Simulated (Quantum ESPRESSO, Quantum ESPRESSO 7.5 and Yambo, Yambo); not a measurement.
## ZnSe (Stilleite): G0W0 with and without spin-orbit coupling

Wanted: the effect of spin-orbit coupling on the quasiparticle gap of ZnSe (Stilleite).

Main program and level: Quantum ESPRESSO 7.5 and Yambo 5.3.0; PBE and many-body steps on it, plane waves.

**The experiments to reproduce.**

- Gap 2.695 ± 0.003 eV: excitonic gap from free-exciton PL, not corrected for exciton binding; photoluminescence; 300 K; bulk crystal (Bridgman-grown crystal, polished and etched) (“Alloy Disordering Effects on the Thermal Conductivity and Energy Gap Temperature Dependence of Cd1−xZnxSe Ternary Crystals Grown by the Bridgman Method”, 2023, pmc:10253836).

## Step 1: Set-up

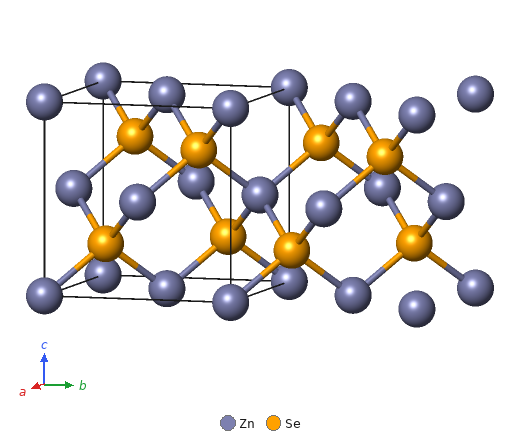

The cell as given, slightly off an axis (zinc blue, selenium orange). 1×2×1 cells are drawn. This picture shows the conventional cell, with its axes. Bonds to atoms that aren't drawn are left out. Some periodic images of atoms are drawn too.

The cell and positions come from the Crystallography Open Database and are kept as given unless a step says otherwise.

## Step 2: Empty states on the mesh, 4×4×4 mesh, 137 bands

This step: Quantum ESPRESSO 7.5; DFT, PBE, plane waves, norm-conserving pseudopotentials.

The sums over transitions need many empty states on a uniform mesh; this step solves for them.

Contents of pw.in:

```
&control
  calculation = 'nscf'
  prefix = 'x'
  outdir = 'o'
  pseudo_dir = 'pseudo'
/
&system
  ibrav = 0
  nat = 2
  ntyp = 2
  ecutwfc = 78.0
  nbnd = 137
  force_symmorphic = .true.
/
&electrons
  conv_thr = 1e-9
  electron_maxstep = 80
  diago_full_acc = .true.
  diago_thr_init = 5e-6
/
ATOMIC_SPECIES
  Zn 65.38 Zn.upf
  Se 78.971 Se.upf
CELL_PARAMETERS angstrom
  -0.0000000000 2.8338000000 2.8338000000
  2.8338000000 -0.0000000000 2.8338000000
  2.8338000000 2.8338000000 0.0000000000
ATOMIC_POSITIONS crystal
  Zn 0.0000000000 0.0000000000 0.0000000000
  Se 0.2500000000 0.2500000000 0.2500000000
K_POINTS automatic
  4 4 4 0 0 0
```

Launch:

```bash
$ OMP_NUM_THREADS=1 mpirun -n 4 pw.x -nk 4 -in pw.in > pw.out
```

Log:

```text
Program PWSCF v.7.5 starts

     This program is part of the open-source Quantum ESPRESSO suite
     for quantum simulation of materials; please cite
         "P. Giannozzi et al., J. Phys.:Condens. Matter 21 395502 (2009);
         "P. Giannozzi et al., J. Phys.:Condens. Matter 29 465901 (2017);
         "P. Giannozzi et al., J. Chem. Phys. 152 154105 (2020);
     in publications or presentations arising from this work. More details at

     Atomic positions and unit cell read from directory:
     o/x.save/

     Message from routine setup:
[...]
109.6797

          k =-0.3536-0.3536 0.3536 (  3582 PWs)   bands (ev):

[...]
68.4274  68.5322  68.5322  68.5877  69.5989  70.1077  72.7406  72.7406
     [... 6 further rows ...]
   107.0278 107.0278 107.0907 108.1563 108.1563 108.5599 108.8273 108.8273
   109.6912

          k = 0.3536 0.0000 0.0000 (  3591 PWs)   bands (ev):

     [... further k-points ...]

     highest occupied, lowest unoccupied level (ev):     8.3862    9.6743

     XML data file, pseudopotentials, collected wavefunctions

=------------------------------------------------------------------------------=
   JOB DONE.
=------------------------------------------------------------------------------=
```

Wall time 7.4 s (4 MPI ranks of Arm Neoverse V2, shared host); peak memory 0.37 GiB.

This step gave:

| Item | Value |
| --- | --- |
| gap | 1.288 eV |
| k of the valence top | 0, 0, 0 |
| k of the conduction bottom | 0, 0, 0 |
| least direct gap | 1.288 eV |
| k points computed | 8 |
| lowest point of the top converged band, above the valence top | 98.7874 eV |

On this mesh the gap is 1.288 eV.

The density comes from a self-consistent run that is not shown.

## Step 3: Conversion and set-up

This step: Yambo 5.3.0; conversion and set-up on PBE, plane waves, norm-conserving pseudopotentials.

The states are converted to the many-body program's format and the q mesh is built.

Launch:

```bash
$ (cd o/x.save; p2y > p2y.log; mv SAVE ../..); yambo > setup.log
```

Log:

```text
 Yambo, version 5.3.0

 [02] CORE Variables Setup
 =========================

  [02.01] Unit cells
  ==================

  Cell kind             :  FCC
  Atoms in the cell     :  Zn  Se
  number of Zn atoms    :  1
  number of Se atoms    :  1

  List of atomic masses
  Mass of Zn    :  65.38000
  Mass of Se    :  78.97100

  List of atomic coordinates    : [cc]
  Zn1       :  0.000000  0.000000  0.000000  order 1
  Se1       :  2.677553  2.677553  2.677553  order 2

  Alat factors          :  5.355106  5.355106  5.355106 [a.u.]
  Direct lattice volume :  307.1384 [a.u.]
[...]
==========================================

 IBZ Q-points                                      :   8
 BZ  Q-points                                      :   64

 K/Q-points units:
 rlu = crystal or reduced units; cc = cartesian coordinates; iku = interal k-units

 Q [1]          [rlu]:  0.000000  0.000000  0.000000
 Q [2]          [rlu]:  0.33641E-17  0.33641E-17  0.25000
 Q [3]          [rlu]: -0.67283E-17 -0.67283E-17 -0.50000
[...]
Q [7]          [rlu]:  0.12061E-16 -0.50000     -0.50000
 Q [8]          [rlu]:  0.250000 -0.500000 -0.250000

  [03.01] X indexes
  =================

   [03.01.01] Sigma indexes
   ========================

 [06] Game Over & Game summary
```

Run time: 2.1 s. Hardware: 1 MPI rank; peak memory 0.25 GiB.

## Step 4: Scalar-relativistic

Now the one-shot GW correction: screening in the RPA, then the self-energy of the levels asked for.

This step: G0W0 on PBE, plane waves, norm-conserving pseudopotentials.

Contents of gw1.in:

```
HF_and_locXC
gw0
dyson
ppa
em1d
rim_cut
RandQpts= 1000000
RandGvec= 1 RL
EXXRLvcs= 78 Ry
VXCRLvcs= 312 Ry
Chimod= "HARTREE"
% BndsRnXp
 1 | 137 |
%
NGsBlkXp= 10.5 Ry
% LongDrXp
 1 | 1 | 1 |
%
% GbndRnge
 1 | 137 |
%
DysSolver= "n"
ExtendOut
PPAPntXp= 27.21138 eV
% QPkrange
 1 | 1 | 17 | 20 |
%
```

Launch:

```bash
$ OMP_NUM_THREADS=1 mpirun -n 4 yambo -F gw1.in -J gw1 -C gw1 > gw1.log
```

Log:

```text
 Yambo, version 5.3.0

 [02] CORE Variables Setup
 =========================

  [... cell, symmetries and grids as in the set-up ...]

  [02.05] Energies & Occupations
  ==============================

  [X] === General ===
  [X] Electronic Temperature                        :  0.000000  0.000000 [eV K]
  [X] Bosonic    Temperature                        :  0.000000  0.000000 [eV K]
  [X] Finite Temperature mode                       : no
  [X] El. density                                   :  0.79098E+24 [cm-3]
  [X] Fermi Level                                   :  8.386209 [eV]

  [X] === Gaps and Widths ===
  [X] Conduction Band Min                           :  1.288098 [eV]
  [X] Valence Band Max                              :  0.000000 [eV]
  [X] Filled Bands                                  :  18
  [X] Empty Bands                                   :   19  137
  [X] Direct Gap                                    :  1.288098 [eV]
  [X] Direct Gap localized at k                     :  1
  [X] Indirect Gap                                  :  1.288098 [eV]
  [X] Indirect Gap between kpts                     :  1  1
  [X] Last valence band width                       :  2.657489 [eV]
  [X] 1st conduction band width                     :  4.196724 [eV]

 [03] Transferred momenta grid and indexing
 ==========================================

 IBZ Q-points                                      :   8
 BZ  Q-points                                      :   64

 K/Q-points units:
 rlu = crystal or reduced units; cc = cartesian coordinates; iku = interal k-units

 Q [1]          [rlu]:  0.000000  0.000000  0.000000
 Q [2]          [rlu]:  0.33641E-17  0.33641E-17  0.25000
 Q [3]          [rlu]: -0.67283E-17 -0.67283E-17 -0.50000
 Q [4]          [rlu]: -0.60307E-17  0.25000      0.25000
 Q [5]          [rlu]: -0.10514E-16  0.25000      0.50000
 Q [6]          [rlu]: -0.67283E-17  0.25000     -0.25000
 Q [7]          [rlu]:  0.12061E-16 -0.50000     -0.50000
 Q [8]          [rlu]:  0.250000 -0.500000 -0.250000

 [04] Coloumb potential Random Integration (RIM)
 ===============================================

  [04.01] RIM initialization
  ==========================

  * Diagonal components only detected *

  8 x (sBL volume)        :  0.100952 [a.u.]
  sBZ random points       :  1000000
  Points outside the sBZ  :   7968281
  RL volume               :  0.807617 [a.u.]
  Integrated volume       :  0.810832 [a.u.]

  [04.02] RIM integrals
  =====================

  Gamma point sphere radius             :  0.084461 [a.u.]
  Points outside the sphere             :   800476
  [Int_sBZ(q=0) 1/q^2]*(Vol_sBZ)^(-1/3) =:  7.776341
                                 should be <:  7.795600

  Summary of Coulomb integrals for non-metallic bands |Q|[au] RIM/Bare

  Q [1] 0.100000E-4 0.997530 * Q [2] 0.254029 1.068455
  Q [4] 0.293327 1.068048 * Q [6] 0.414827 1.030576
  Q [5] 0.486428 1.023062 * Q [3] 0.508057 1.020719
  Q [7] 0.586654 1.016898 * Q [8] 0.655899 1.013831

 [05] Dipoles
 ============

  [05.01] Setup: observables and procedures
  =========================================

 [06] Dynamic Dielectric Matrix (PPA)
 ====================================

 [WR./gw1//ndb.pp]---------------------------------------------------------------
  Brillouin Zone Q/K grids (IBZ/BZ)                :    8   64    8   64
  RL vectors                                       :   4477 [WF]
  Coulomb cutoff potential                         : none
  Electronic Temperature                           :  0.000000 [K]
  Bosonic    Temperature                           :  0.000000 [K]
  PPA    diel. fun.  energies                      : Perdew, Burke & Ernzerhof(X)+Perdew, Burke & Ernzerhof(C)
  wavefunctions                                    : Perdew, Burke & Ernzerhof(X)+Perdew, Burke & Ernzerhof(C)
  Global Gauge                                     : length
  X matrix size                                    :  181
  X band range                                     :    1  137
  X e/h energy range                               : -1.000000 -1.000000 [eV]
  X Time ordering                                  : R
  X Hxc Kernel                                     : HARTREE
  X Drude frequency                                :  0.000000  0.000000
  X poles                                          :  100.0000 [o/o]
  RL vectors in the sum                            :   4477
  [r,Vnl] included                                 : yes
  Field direction                                  :  0.577350E-5  0.577350E-5  0.577350E-5
  BZ energy Double Grid                            : no
  BZ energy DbGd points                            : 0
  BZ Q point size factor                           : -1.000000
  X Optical Averaged directions                    : none

 [07] Local Exchange-Correlation + Non-Local Fock
 ================================================

 [VXC] Plane waves :  28571
 [EXS] Plane waves :   3647

 QP @ state[ 1 ] K range:  1  1
 QP @ state[ 1 ] b range:  17  20

 [xc] Functional : Perdew, Burke & Ernzerhof(X)+Perdew, Burke & Ernzerhof(C)
 [xc] LIBXC used to calculate xc functional
  PP Number of Atomic Species                      :  2
  NLCC RL compoments                               :  28571
  PP Number of Atomic Species                      :  2
  NLCC RL compoments                               :  28571

 [xc] E_xc :  -30.54710 [Ha]
      E_xc :  -61.09419 [Ry]

  Local XC kind (lXC) : Perdew, Burke & Ernzerhof(X)+Perdew, Burke & Ernzerhof(C)
  Non-Local XC kind (nlXC) : Hartree-Fock

  Corrections @ K [1] :  [eV]
 <17|nlXC|17> = -20.37813  0.20398E-17 <17|lXC|17> = -16.58833  0.000000
 <18|nlXC|18> = -20.37816 -0.28467E-17 <18|lXC|18> = -16.58833 -0.56645E-15
 <19|nlXC|19> = -8.956138  0.93183E-17 <19|lXC|19> = -12.62429 -0.18882E-15
 <20|nlXC|20> = -6.041429  0.11803E-17 <20|lXC|20> = -10.89079  0.18882E-15

 [08] Dyson equation: Newton solver
 ==================================

  [08.01] G0W0 (W PPA)
  ====================

  [  GW  ] Bands range     :    1  137
  [GW/PPA] G damping       :  0.100000 [eV]

  QP @ state[ 1 ] K range:  1  1
  QP @ state[ 1 ] b range:  17  20

   Sc/G bands                                       :    1  137
   Sc/G damping                                     :  0.100000 ev
   Sc bands terminator                              : no
   Sx RL components                                 :   3647

   QP @ state[ 1 ] K range                          :  1  1
   QP @ state[ 1 ] b range                          :  17  20
   GF energies kind                                 : Perdew, Burke & Ernzerhof(X)+Perdew, Burke & Ernzerhof(C)
   GF WF`s kind                                     : Perdew, Burke & Ernzerhof(X)+Perdew, Burke & Ernzerhof(C)
   Xs energies kind                                 : Perdew, Burke & Ernzerhof(X)+Perdew, Burke & Ernzerhof(C)
   Xs WF`s kind                                     : Perdew, Burke & Ernzerhof(X)+Perdew, Burke & Ernzerhof(C)

 [11] Game Over & Game summary
```

The job ended after 64 s (4 MPI ranks; peak memory 1.6 GiB; 4.2 min of CPU time).

This step gave:

```
G0W0 gap on the points computed              : 2.555 eV
starting gap on the mesh                     : 1.288 eV
k of the valence top                         : 0, 0, 0
k of the conduction bottom                   : 0, 0, 0
least direct G0W0 gap on the computed points : 2.555 eV
Z at the valence top                         : 0.7969
Z at the conduction bottom                   : 0.8130
```

The gap on the mesh goes from 1.29 eV to 2.55 eV, a correction of +1.27 eV.

## Step 5: Empty states on the mesh, 4×4×4 mesh, 274 bands

This step: Quantum ESPRESSO 7.5; DFT, PBE with spin-orbit coupling, plane waves, norm-conserving pseudopotentials.

pw.in, as its differences from that of step 2:

```diff
@@ -11,4 +11,6 @@
   ecutwfc = 78.0
-  nbnd = 137
+  nbnd = 274
   force_symmorphic = .true.
+  noncolin = .true.
+  lspinorb = .true.
 /
```

Launch:

```bash
$ OMP_NUM_THREADS=1 mpirun -n 4 pw.x -nk 4 -in pw.in > pw.out
```

Log:

```text
[banner, memory and clock lines left out]
Program PWSCF v.7.5 starts

     Atomic positions and unit cell read from directory:
     o/x.save/

     Message from routine setup:
     using ibrav=0 with symmetry is DISCOURAGED, use correct ibrav instead

     G-vector sticks info

     bravais-lattice index     =            0
     lattice parameter (alat)  =       7.5733  a.u.
     unit-cell volume          =     307.1384 (a.u.)^3
     number of atoms/cell      =            2
     number of atomic types    =            2
     number of electrons       =        36.00
[...]
[... 23 further rows ...]
[...]
109.6829 109.6870

          k =-0.3536-0.3536 0.3536 (  3582 PWs)   bands (ev):

  -116.8181-116.8181 -73.0542 -73.0542 -69.9895 -69.9895 -69.9894 -69.9894
[...]
36.9715  36.9715  37.1862  37.1862  37.9044  37.9044  37.9425  37.9425
     [... 23 further rows ...]
   108.1761 108.1761 108.5604 108.5604 108.8237 108.8237 108.8331 108.8331
   109.6943 109.6943

          k = 0.3536 0.0000 0.0000 (  3591 PWs)   bands (ev):

     [... further k-points ...]

     highest occupied, lowest unoccupied level (ev):     8.5172    9.6809

     XML data file, pseudopotentials, collected wavefunctions
```

Elapsed: 41 s, on 4 MPI ranks; peak memory 0.89 GiB; 2.7 min of CPU time.

Numbers from this step:

- gap: 1.164 eV
- k of the valence top: 0, 0, 0
- k of the conduction bottom: 0, 0, 0
- least direct gap: 1.164 eV
- k points computed: 8
- lowest point of the top converged band, above the valence top: 98.6577 eV

On this mesh the gap is 1.164 eV.

The density comes from a self-consistent run that is not shown, made with spin-orbit coupling and fully relativistic files.

## Step 6: Conversion and set-up

This step: Yambo 5.3.0; conversion and set-up on PBE with spin-orbit coupling, plane waves, norm-conserving pseudopotentials.

Launch:

```bash
$ (cd o/x.save; p2y > p2y.log; mv SAVE ../..); yambo > setup.log
```

Log:

```text
 Yambo, version 5.3.0

 [02] CORE Variables Setup
 =========================

  [02.01] Unit cells
  ==================

  Cell kind             :  FCC
  Atoms in the cell     :  Zn  Se
  number of Zn atoms    :  1
  number of Se atoms    :  1

  List of atomic masses
  Mass of Zn    :  65.38000
  Mass of Se    :  78.97100

  List of atomic coordinates    : [cc]
  Zn1       :  0.000000  0.000000  0.000000  order 1
  Se1       :  2.677553  2.677553  2.677553  order 2

  Alat factors          :  5.355106  5.355106  5.355106 [a.u.]
  Direct lattice volume :  307.1384 [a.u.]
[...]
==========================================

 IBZ Q-points                                      :   8
 BZ  Q-points                                      :   64

 K/Q-points units:
 rlu = crystal or reduced units; cc = cartesian coordinates; iku = interal k-units

 Q [1]          [rlu]:  0.000000  0.000000  0.000000
 Q [2]          [rlu]:  0.33641E-17  0.33641E-17  0.25000
 Q [3]          [rlu]: -0.67283E-17 -0.67283E-17 -0.50000
[...]
Q [7]          [rlu]:  0.12061E-16 -0.50000     -0.50000
 Q [8]          [rlu]:  0.250000 -0.500000 -0.250000

  [03.01] X indexes
  =================

   [03.01.01] Sigma indexes
   ========================

 [06] Game Over & Game summary
```

It took 2.7 s on 1 MPI rank; peak memory 0.25 GiB.

(Continued in part 2 of 2.)

[Paths, hosts, dates, memory and timing lines, banners, echoed tables and standing remarks are left out of the program output.]

[Logs are printed without paths, hosts, clocks, repeated set-up lines and the standing remarks that a program may print on its own settings, such as how far it seeks lower states.]

[Runs of the session that timed out or met a known fault of the program may be left out.]

[Hosts, paths, dates, database ids (printed as entryN), source tags and the programs' standing remarks are cut or masked in the printed files.]
